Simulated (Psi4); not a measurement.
**UM06-L/def2-SVP run of SiNH3ClO (SMILES [NH][SiH](O)Cl)**

Aim: the vertical ionisation energy of SiNH3ClO at UM06-L/def2-SVP, from 2 runs. 

Program for the calculation: Psi4 1.11.

4 further runs of the same task are left out: 2 that didn't finish, 2 set aside as unsound or not needed.

**1. The system as given**

SiNH3ClO: 7 atoms, total charge 0, spin state doublet. As SMILES, `[NH][SiH](O)Cl`. Geometry: relaxed at PBE0-D4/def2-TZVP. This is one conformer, not always the lowest.

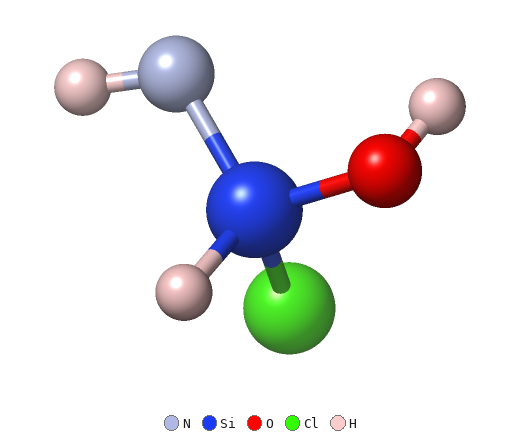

Viewed from a chosen angle; nitrogen light blue, silicon blue, oxygen red, chlorine green, hydrogen pink.

**2. The energy at UM06-L/def2-SVP**

Input file calc.py:

```python
import psi4

psi4.set_memory('2200 MB')
psi4.set_num_threads(1)
psi4.set_output_file('output.dat', False)

geom = psi4.geometry("""
0 2
N     -0.58562613     2.10043059    -1.66125824
Si    -0.13965076    -0.21599570     0.62436551
O      2.76958261    -1.19109438     0.57598852
Cl    -2.62671931    -3.01203447    -0.41762947
H     -2.17601963     3.16963763    -1.42919987
H     -0.65875853     0.52950126     3.25921065
H      3.53303196    -1.50875734    -1.03783759
units au
symmetry c1
no_reorient
no_com
""")

psi4.set_options({
    'reference': 'uks',
    'puream': True,
    'e_convergence': 1e-09,
    'd_convergence': 1e-08,
    'scf_type': 'pk',
    'dft_radial_points': 99,
    'dft_spherical_points': 590,
    'maxiter': 100,
})

E, wfn = psi4.energy("m06-l/def2-SVP", return_wfn=True)
print(f'total energy {E:.8f} hartree = {E * 27.211386:.5f} eV')
for k, v in sorted(psi4.core.scalar_variables().items()):
    print(f'{k:45s} {v:18.10f}')
```

Launch:

```console
python calc.py
```

output.dat:

```text
[...]
  Running in c1 symmetry.
[...]
  Nuclear repulsion =  216.933065398246640
[...]
  Multiplicity = 2
[...]
  Nalpha       = 25
  Nbeta        = 24
[...]
    Number of basis functions: 79
[...]
   @UKS iter   1:  -880.50218176651629    2.04605e-01   1.38319e-02 DIIS/ADIIS
[...]
   @UKS iter  17:  -881.16723393483983   -1.13687e-13   6.57817e-09 DIIS
[...]
   @S^2 Observed:                7.544544978E-01
[...]
    Orbital Energies [Eh]
    ---------------------
    Alpha Occupied:
       1A   -101.135852     2A    -65.876450     3A    -18.986750
       4A    -14.210813     5A     -9.406399     6A     -7.116611
       7A     -7.110124     8A     -7.109815     9A     -5.308479
      10A     -3.621394    11A     -3.618883    12A     -3.617329
      13A     -0.988161    14A     -0.824710    15A     -0.786904
      16A     -0.541122    17A     -0.462954    18A     -0.414272
      19A     -0.381818    20A     -0.344667    21A     -0.323905
      22A     -0.308433    23A     -0.298910    24A     -0.284397
      25A     -0.273918
    Alpha Virtual:
[...]
  @UKS Final Energy:  -881.16723393483983
   => Energetics <=
    Nuclear Repulsion Energy =            216.9330653982466401
    One-Electron Energy =               -1648.1481338201497238
    Two-Electron Energy =                 615.9421635577682537
    DFT Exchange-Correlation Energy =     -65.8943290707048988
    Empirical Dispersion Energy =           0.0000000000000000
    VV10 Nonlocal Energy =                  0.0000000000000000
    Total Energy =                       -881.1672339348398282
[...]
 Multipole Moments:
 ------------------------------------------------------------------------------------
     Multipole            Electronic (a.u.)      Nuclear  (a.u.)        Total (a.u.)
 ------------------------------------------------------------------------------------
 L = 1.  Multiply by 2.5417464519 to convert [e a0] to [Debye]
 Dipole X            :         27.8406776          -27.8538071           -0.0131295
 Dipole Y            :         47.2692260          -46.8638852            0.4053408
 Dipole Z            :          4.5125225           -4.5873102           -0.0747877
 Magnitude           :                                                    0.4123915
[...]
```

The script printed:

```text
total energy -881.16723393 hartree = -23977.78173 eV
CURRENT ENERGY                                   -881.1672339348
CURRENT REFERENCE ENERGY                         -881.1672339348
DD SOLVATION ENERGY                                 0.0000000000
DFT FUNCTIONAL TOTAL ENERGY                      -881.1672339348
DFT TOTAL ENERGY                                 -881.1672339348
DFT VV10 ENERGY                                     0.0000000000
DFT XC ENERGY                                     -65.8943290707
GRID ELECTRONS ALPHA                               24.9999996388
GRID ELECTRONS BETA                                23.9999996379
GRID ELECTRONS TOTAL                               48.9999992767
NUCLEAR REPULSION ENERGY                          216.9330653982
ONE-ELECTRON ENERGY                             -1648.1481338201
PCM POLARIZATION ENERGY                             0.0000000000
PE ENERGY                                           0.0000000000
SCF ITERATION ENERGY                             -881.1672339348
SCF ITERATIONS                                     17.0000000000
SCF TOTAL ENERGY                                 -881.1672339348
TWO-ELECTRON ENERGY                               615.9421635578
XC GRID RADIAL POINTS                              99.0000000000
XC GRID SPHERICAL POINTS                          590.0000000000
XC GRID TOTAL POINTS                           387183.0000000000
```

Wall time 33 s (1 thread of AMD EPYC 9R45 (Zen 5), shared host); peak memory 1.2 GiB.

**3. The singlet cation at the same level**

Input file run.py:

```python
import numpy as np
from ase.calculators.psi4 import Psi4
from ase import Atoms

mol = Atoms(['N', 'Si', 'O', 'Cl', 'H', 'H', 'H'], positions=[
    [-0.309900, 1.111500, -0.879100],
    [-0.073900, -0.114300, 0.330400],
    [1.465600, -0.630300, 0.304800],
    [-1.390000, -1.593900, -0.221000],
    [-1.151500, 1.677300, -0.756300],
    [-0.348600, 0.280200, 1.724700],
    [1.869600, -0.798400, -0.549200],
])
calc = Psi4(atoms=mol, method='m06-l', basis='def2-SVP', memory='2200MB', num_threads=1, charge=1, multiplicity=1, label='clh3nosi')
calc.psi4.set_options({'puream': True, 'e_convergence': 1e-09, 'd_convergence': 1e-08, 'scf_type': 'pk', 'dft_radial_points': 99, 'dft_spherical_points': 590})
mol.calc = calc

print(f'energy: {mol.get_potential_energy():.6f} eV')
```

Launch:

```console
python run.py
```

clh3nosi.dat:

```text
[...]
  Running in c1 symmetry.
[...]
  Nuclear repulsion =  216.933065285409384
[...]
  Multiplicity = 1
[...]
  Nalpha       = 24
  Nbeta        = 24
[...]
    Number of basis functions: 79
[...]
   @RKS iter   1:  -879.91621305071226    7.90573e-01   1.45828e-02 ADIIS/DIIS
[...]
   @RKS iter  18:  -880.75881126817046   -5.11591e-12   3.43004e-09 DIIS
[...]
    Orbital Energies [Eh]
    ---------------------
    Doubly Occupied:
       1A   -101.407417     2A    -66.118568     3A    -19.228874
       4A    -14.533753     5A     -9.675636     6A     -7.386593
       7A     -7.380869     8A     -7.377010     9A     -5.552017
      10A     -3.864677    11A     -3.863177    12A     -3.860226
      13A     -1.221080    14A     -1.080611    15A     -1.039538
      16A     -0.775667    17A     -0.717678    18A     -0.658008
      19A     -0.612092    20A     -0.580034    21A     -0.565765
      22A     -0.549214    23A     -0.534634    24A     -0.527142
[...]
  @RKS Final Energy:  -880.75881126817046
   => Energetics <=
    Nuclear Repulsion Energy =            216.9330652854093842
    One-Electron Energy =               -1635.6357969536331893
    Two-Electron Energy =                 603.4120441443673144
    DFT Exchange-Correlation Energy =     -65.4681237443139281
    Empirical Dispersion Energy =           0.0000000000000000
    VV10 Nonlocal Energy =                  0.0000000000000000
    Total Energy =                       -880.7588112681704615
[...]
 Multipole Moments:
 ------------------------------------------------------------------------------------
     Multipole            Electronic (a.u.)      Nuclear  (a.u.)        Total (a.u.)
 ------------------------------------------------------------------------------------
 L = 1.  Multiply by 2.5417464519 to convert [e a0] to [Debye]
 Dipole X            :         -2.3816516            2.2495956           -0.1320560
 Dipole Y            :         -2.4261110            3.5833792            1.1572682
 Dipole Z            :         -1.0089666            0.7165335           -0.2924331
 Magnitude           :                                                    1.2009269
[...]
```

Standard output:

```text
energy: -23966.668008 eV
```

Wall time 21 s (1 thread of AMD EPYC 9R45 (Zen 5), shared host); peak memory 1.2 GiB.

**4. Summary of results**

Level: UM06-L/def2-SVP.

| quantity | value |
| --- | --- |
| doublet SiNH3ClO: total energy | -881.16723 Eh |
| doublet SiNH3ClO: dipole moment | 1.05 D |
| doublet SiNH3ClO: HOMO energy (highest over α and β) | -6.85 eV |
| doublet SiNH3ClO: LUMO energy (lowest over α and β) | -4.37 eV |
| doublet SiNH3ClO: ⟨S²⟩ | 0.754 |
| singlet cation: total energy | -880.75881 Eh |
| singlet cation: HOMO energy | -14.34 eV |
| singlet cation: LUMO energy | -14.01 eV |
| singlet cation: HOMO–LUMO gap | 0.33 eV |
| vertical ionisation energy (to the singlet cation) | 11.114 eV |

Removing an electron at fixed nuclei costs 11.11 eV (1072 kJ/mol). Only the singlet of the ionised species was computed; a triplet could lie lower.
